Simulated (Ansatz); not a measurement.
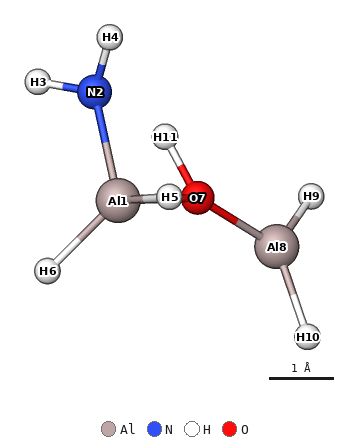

Fig. 1: The structure as given in the input (ball-and-stick view, seen at a tilt; atoms are numbered from 1 in the order of the input). Sticks mark near contacts. Bond lengths as drawn: Al–H 1.57 to 1.59 Å, Al–N 1.90 Å, Al–O 1.73 to 1.93 Å, H–N 1.02 Å and H–O 1.09 Å.

# Frequency calculation of Al$_{2}$NH$_{7}$O

Al$_{2}$NH$_{7}$O, computed with RKS CAM-B3LYP-D4/def2-SVP (Ansatz 0.2.0).

It belongs to a series of runs on one base structure; here: vibrations at the highest image of the band. Figures and captions count atoms from 1; the log counts them from 0 in places.

**Input file**
```yaml
crystal:
  periodic: [false, false, false]
  atoms:
    - { symbol: Al, position_ang: [0.196381, 0.348777, 0.176155] }
    - { symbol: "N", position_ang: [-0.108106, -0.252252, 1.95393] }
    - { symbol: H, position_ang: [-0.657449, -1.094588, 2.117288] }
    - { symbol: H, position_ang: [0.64755, -0.24237, 2.636949] }
    - { symbol: H, position_ang: [1.63752, 0.965096, -0.074043] }
    - { symbol: H, position_ang: [-0.570045, -0.484723, -0.93658] }
    - { symbol: O, position_ang: [-0.976424, 1.719358, 0.859744] }
    - { symbol: Al, position_ang: [-1.866566, 3.177307, 0.617445] }
    - { symbol: H, position_ang: [-2.735022, 3.690925, 1.823741] }
    - { symbol: H, position_ang: [-1.727068, 3.863381, -0.788076] }
    - { symbol: H, position_ang: [-0.865871, 1.046292, 1.705647] }
basis:
  gaussian: { orbitals: def2-SVP }
hamiltonian:
  xc: cam_b3lyp
  dispersion: d4
phonons: {}
```

Machine: 4 threads of Arm Neoverse V2, 24 GiB of memory available, shared host.

Launch command:
```bash
ansatz run input.yaml --threads 4 --pin off --max-ram 5120MiB --backend cpu --events-out ev --progress --plain --runs-dir out
```

**Output**
```
Engine: ansatz 0.2.0, aarch64-unknown-linux-gnu
Functional definition: CAM-B3LYP
  parameter alpha = 0.19
  parameter beta = 0.46
  parameter omega = 0.33/bohr
  parameter ac = 0.81
  exchange = (1 - alpha - beta)*b88_x + beta*b88_x_sr(omega) + alpha*exact_x + beta*exact_x_lr(omega)
  correlation = (1 - ac)*vwn5_c + ac*lyp_c
1019 factors; integrals over basis functions are off by at most 4.5e-4 eV
380 factors; integrals over basis functions are off by at most 1.6e-6 eV
mean field evaluation 1: about -16831.6895 eV, gradient 6.3e1 eV
mean field evaluation 2: about -16826.2505 eV, gradient 8.2e1 eV
mean field evaluation 4: about -16839.1204 eV, gradient 4.5e0 eV
mean field evaluation 8: about -16839.1679 eV, gradient 5.8e-2 eV
mean field evaluation 16: about -16839.1679 eV, gradient 1.6e-5 eV
mean field -16839.16788790 eV, -618.8280058823 hartree, gradient 1.6e-5 eV, S^2 0.000000; 0 other end points of the search recorded, 0 dependent functions left out
the calculation of the forces begins
reference -16839.16803890 eV, -618.8280114317 hartree; 24, 24 occupied and 75, 75 virtual orbitals, 1019 factors
these checks for a lower state are left out or cut short: stability, starts, cluster_reference, orbital_swaps, neighbouring_geometries, increment
1019 factors; integrals over basis functions are off by at most 4.5e-4 eV
380 factors; integrals over basis functions are off by at most 1.6e-6 eV
mean field -16839.16784948 eV, -618.8280044704 hartree, gradient 1.1e-6 eV, S^2 0.000000; 0 other end points of the search recorded, 0 dependent functions left out
[... from here on the field's lines of each further geometry are left out, up to the last ...]
the calculation of the forces begins
reference -16839.16809141 eV, -618.8280133614 hartree; 24, 24 occupied and 75, 75 virtual orbitals, 1019 factors
these checks for a lower state are left out or cut short: stability, starts, cluster_reference, orbital_swaps, neighbouring_geometries, increment
1019 factors; integrals over basis functions are off by at most 4.5e-4 eV
380 factors; integrals over basis functions are off by at most 1.6e-6 eV
mean field -16839.16774369 eV, -618.8280005826 hartree, gradient 2.6e-6 eV, S^2 0.000000; 0 other end points of the search recorded, 0 dependent functions left out
the calculation of the forces begins
reference -16839.16789470 eV, -618.8280061321 hartree; 24, 24 occupied and 75, 75 virtual orbitals, 1019 factors
WARN: phonons: modes at or below zero, which the zero-point energy, F, S and C_V leave out: 1, the lowest at -358.80 cm⁻¹. A minimum has none, and a first-order saddle one
Total energy: -16839.34033719 eV, -618.8343432769 hartree
Atom 0 at     0.196381     0.348777     0.176155 Å, force     0.007622    -0.017286     0.019032 eV/Å
Atom 1 at    -0.108106    -0.252252     1.953930 Å, force    -0.006260     0.004554    -0.029881 eV/Å
Atom 2 at    -0.657449    -1.094588     2.117288 Å, force     0.000424     0.003442     0.003327 eV/Å
Atom 3 at     0.647550    -0.242370     2.636949 Å, force     0.001423     0.006482    -0.001507 eV/Å
Atom 4 at     1.637520     0.965096    -0.074043 Å, force    -0.000120     0.001819     0.001459 eV/Å
Atom 5 at    -0.570045    -0.484723    -0.936580 Å, force    -0.000335     0.001053    -0.001000 eV/Å
Atom 6 at    -0.976424     1.719358     0.859744 Å, force    -0.012654     0.040397    -0.036223 eV/Å
Atom 7 at    -1.866566     3.177307     0.617445 Å, force     0.012772    -0.012573     0.003481 eV/Å
Atom 8 at    -2.735022     3.690925     1.823741 Å, force    -0.000018     0.000476     0.002173 eV/Å
Atom 9 at    -1.727068     3.863381    -0.788076 Å, force    -0.004045    -0.000167    -0.000551 eV/Å
Atom 10 at    -0.865871     1.046292     1.705647 Å, force     0.001192    -0.028197     0.039690 eV/Å
Dipole moment:    -0.302704     0.169461     0.475398 e Å
Vibrations: -358.80 81.52 116.24 138.83 362.94 416.13 418.41 520.54 579.82 610.45 637.14 638.49 664.97 765.29 769.63 797.87 875.56 1072.55 1252.86 1551.66 1923.89 1931.61 1992.42 2009.89 2122.46 3551.74 3630.50 cm⁻¹, zero-point energy 1.824638 eV
```

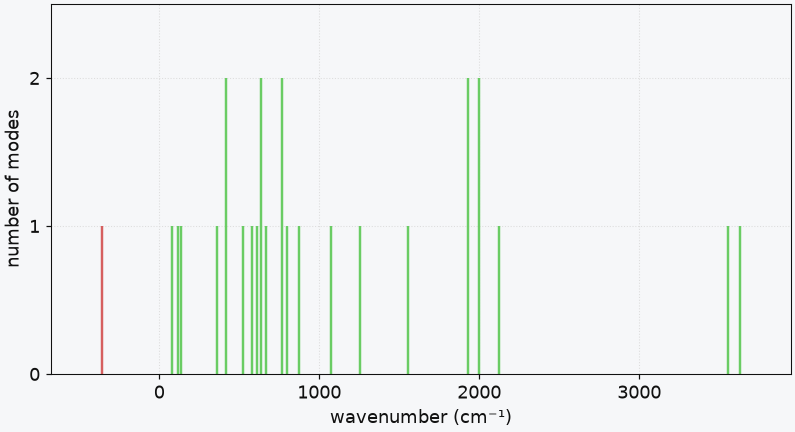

Fig. 2: Harmonic vibrational wavenumbers from the force constants; neighbouring modes closer than 18 cm⁻¹ are counted in one stick, and imaginary ones are drawn at negative wavenumbers. 27 modes from 359i to 3630 cm⁻¹, 1 imaginary beyond 8i (359i cm⁻¹): a first-order saddle point, if the geometry is stationary.

**Results in brief**

| quantity | value |
| --- | --- |
| outcome | converged |
| total energy | −16839.3403 eV |
| mean-field energy | −16839.1680 eV |
| largest force (length of the vector) | 0.056 eV/Å |
| wall time | 49 s (CPU time 3 min) |
| peak memory | 0.24 GiB |
